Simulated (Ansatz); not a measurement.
**CH5OSi (charge +1): density, localisation and related maps**

The calculation's input:

```
crystal:
  periodic: [false, false, false]
  atoms:
    - { symbol: C, position_ang: [-0.62925, 0.89325, -0.3749] }
    - { symbol: Si, position_ang: [0.75372, -0.20496, 0.23083] }
    - { symbol: O, position_ang: [0.57808, -1.72589, 0.57373] }
    - { symbol: H, position_ang: [-1.57272, 0.34399, -0.46143] }
    - { symbol: H, position_ang: [-0.40903, 1.32439, -1.35401] }
    - { symbol: H, position_ang: [-0.80133, 1.73836, 0.29532] }
    - { symbol: H, position_ang: [2.14582, 0.06784, 0.48851] }
    - { symbol: H, position_ang: [-0.0653, -2.43698, 0.60195] }
total_charge: 1
basis:
  gaussian: { orbitals: def2-SVP }
hamiltonian:
  xc: r2scan
relax:
  f_tol: 0.015
  max_steps: 40
output:
  orbitals: {}
```

Command:

```sh
ansatz run input.yaml --threads 1 --pin off --max-ram 2048MiB --backend cpu --events-out ev --progress --plain --runs-dir out
```

The fields are those of the relaxed geometry.

Method: Ansatz 0.2.0, RKS r2SCAN/def2-SVP.

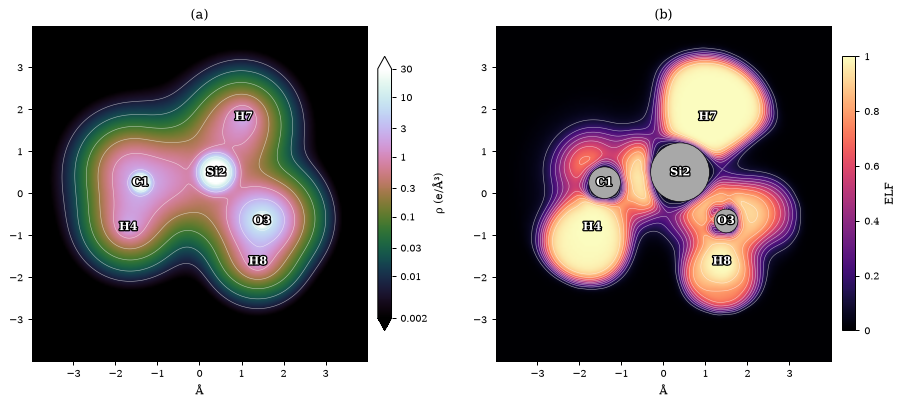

Figure 1. (a) total electron density; (b) ELF on the plane of atoms O3, Si2 and H7. Grey discs cover the atomic cores in the ELF map.

Q: Interpret the plot.

A:
- Atoms in the plane: C, Si, O and H.
- Si–O (1.60 Å): ρ at the midpoint is about 1.2 e/Å³; the ELF peaks at about 0.85 between the atoms: a shared but strongly polarised pair.
- C–Si (1.81 Å): ρ is about 1 e/Å³ halfway; the ELF peaks at about 0.95 between the atoms (a shared electron pair).
- O–H (0.97 Å): ρ is about 3.6 e/Å³ halfway; the ELF climbs to about 1 towards the hydrogen, as it does in any bond to H; a covalent bond by its length.
- C–H (1.10 Å): the density is about 1.9 e/Å³ at the midpoint; the ELF climbs to about 1 towards the hydrogen; a covalent bond by its length.
- Si–H (1.47 Å): the density is about 0.84 e/Å³ at the midpoint; the ELF climbs to about 1 towards the hydrogen.
- The ELF also peaks beside O3, away from the bonds: lone-pair regions.

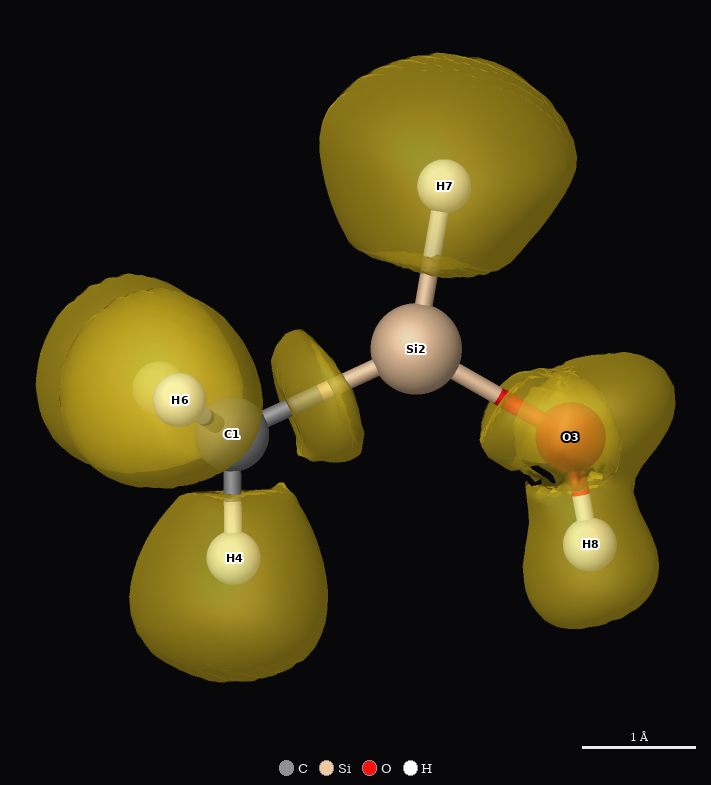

Figure 2. Isosurface of the ELF at 0.8 (yellow), seen across its widest extent. Only the valence region is drawn (cores and ρ < 0.01 e/Å³ removed).

Q: What do the ELF domains correspond to?

A: The ELF exceeds this value in one region between bonded C–Si atoms (shared pairs), four regions around hydrogen nuclei and one joined region spread over several atoms (H, O), in which their bonds and any lone pairs are merged.

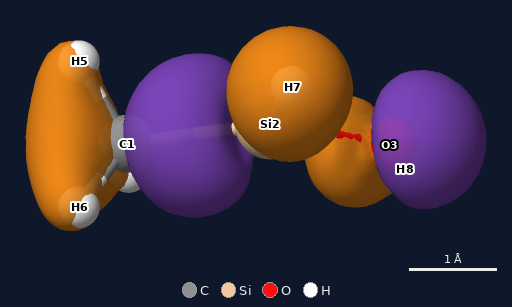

Figure 3. The HOMO at ±0.15 Å⁻³ᐟ² (orange and purple are the two phases), seen from one side.

Q: Where does this orbital lie, and at what energy?

A: It lies mainly on O3 (about 35 %), C1 (about 25 %), Si2 (about 20 %) and H7 (about 10 %). Its energy is −14.53 eV.
